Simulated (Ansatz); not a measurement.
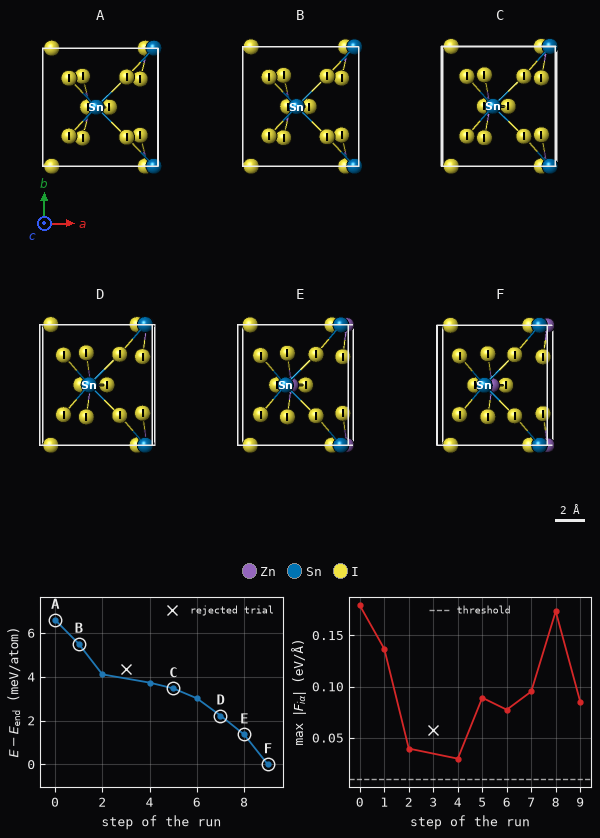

Frames of a relaxation of solid ZnSnI$_{6}$ (built on the MoWO6-8 type type), marked on the history of the run. The picture is a ball-and-stick view of the conventional cell (2 times the calculation's cell), seen along the c axis. Lengths and directions refer to the drawn axes.

The calculation used DFT, r2SCAN+rVV10, plane waves, PAW in Ansatz. Set-up: plane-wave cutoff 500 eV; k-point mesh 4 × 4 × 2; occupations fermi dirac; smearing width 0.03 eV; no spin polarisation; cell and atoms relaxed; force threshold 0.01 eV/Å; at most 120 steps.

Q: Describe the path.

A: The run was cut off at its time limit before the relaxation converged, so the last structure is only a point on the way. The largest moves relative to the cell, 0.59 Å, are those of I atoms. By element the largest moves are I 0.59 Å, Sn 0.37 Å, Zn 0.34 Å. Cell: a 8.181 → 7.927 Å (−3.1 %), b 8.148 → 8.272 Å (+1.5 %), c 12.189 → 12.710 Å (+4.3 %), β 103.2° → 107.8°. Volume +0.3 %. Some distances before and after: I–Sn 3.249 → 3.386 Å, I–Sn 2.998 → 2.963 Å, I–Sn 2.719 → 2.696 Å, I–Sn 2.970 → 2.980 Å. Among the angles between lasting bonds that change: Zn–I–Sn 132.5° → 139.7°, I–Zn–I 117.8° → 121.6°, I–Sn–I 86.6° → 83.7°. The space group stays Cm (No. 8). Over 8 accepted moves (9 points after the start) the energy falls by 6.6 meV per atom. The largest force component goes from 0.18 to 0.085 eV/Å. The pressure goes from 0.22 to −0.01 GPa. The line search rejected the trial step at point 3 of the run. The run took 7.6 min on 4 threads of Arm Neoverse V1 (shared host), peak memory 2 GiB. From step 0 to 1: an I atom moves most (0.18 Å), volume +3.5 %, energy −1.1 meV per atom. From step 1 to 5: an I atom moves most (0.15 Å), volume −2.0 %, energy −2.0 meV per atom. From step 5 to 7: I atoms move most (0.20 Å), energy −1.2 meV per atom. From step 7 to 8: an I atom moves most (0.18 Å), volume −1.1 %, energy −0.9 meV per atom. From step 8 to 9: an I atom moves most (0.10 Å), energy −1.4 meV per atom.

```csv
step,"E − E(0), meV/atom","largest force component, eV/Å","pressure, GPa","volume, Å³/atom",note
0,0.00,0.1792,0.22,49.436,
1,-1.09,0.1367,0.00,51.154,
2,-2.49,0.0395,-0.03,50.701,
3,-2.24,0.0574,-0.04,50.717,rejected
4,-2.87,0.0297,-0.02,50.475,
5,-3.13,0.0891,0.04,50.147,
6,-3.58,0.0774,0.01,50.153,
7,-4.37,0.0952,-0.05,50.143,
8,-5.23,0.1734,-0.02,49.601,
9,-6.60,0.0852,-0.01,49.591,
```
